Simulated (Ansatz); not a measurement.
Band structure of ScBPt3 (Pm-3m, 5 atoms in the cell).

```
ScBPt3
1.0
    4.27026     0.00000     0.00000
    0.00000     4.27026     0.00000
    0.00000     0.00000     4.27026
Sc B Pt
1 1 3
Direct
  0.00000   0.00000   0.00000
  0.50000   0.50000   0.50000
  0.00000   0.50000   0.50000
  0.50000   0.00000   0.50000
  0.50000   0.50000   0.00000
```

Level of theory: PBEsol, PAW files made with PBE (plane waves; Ansatz, a program for electronic structure).

Settings: basis.ecutwfc = 420 eV; kpoints.mp_grid.grid = 5 5 5; hamiltonian.xc = pbesol; hamiltonian.pseudopotentials = {kind: paw} (the program's default PAW files); scf.occupations.method = gaussian; scf.occupations.width = 0.05 eV; kpoints.band_path.npoints = 8.

The starting cell comes from a database of computed structures (which also holds hypothetical and non-ambient phases and stackings), without a prior relaxation at this level. Its lattice was rescaled by a random factor within 2.5 % of one. Spin-orbit coupling is off. Spin polarisation is off.

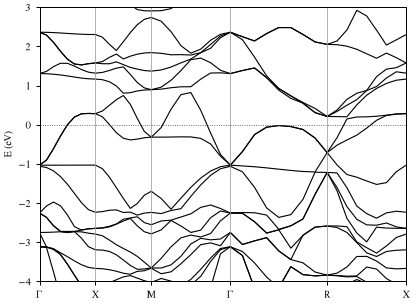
*Bands along the path, energies from the Fermi level.*

Levels in eV from the Fermi level, bands 31 to 38:
```csv
point,31,32,33,34,35,36,37,38
Γ,-2.25,-1.06,-1.03,-1.03,-1.03,1.31,1.31,2.36
X,-2.64,-2.23,-1.03,0.29,0.29,1.17,1.32,1.58
M,-2.55,-2.24,-1.70,-0.31,-0.31,0.90,0.90,1.37
R,-1.22,-1.22,-0.71,-0.71,-0.71,0.21,0.21,0.21
```

Bands cross the Fermi level along this path, so the cell is metallic at this level.

Keys are those of Ansatz 0.2.
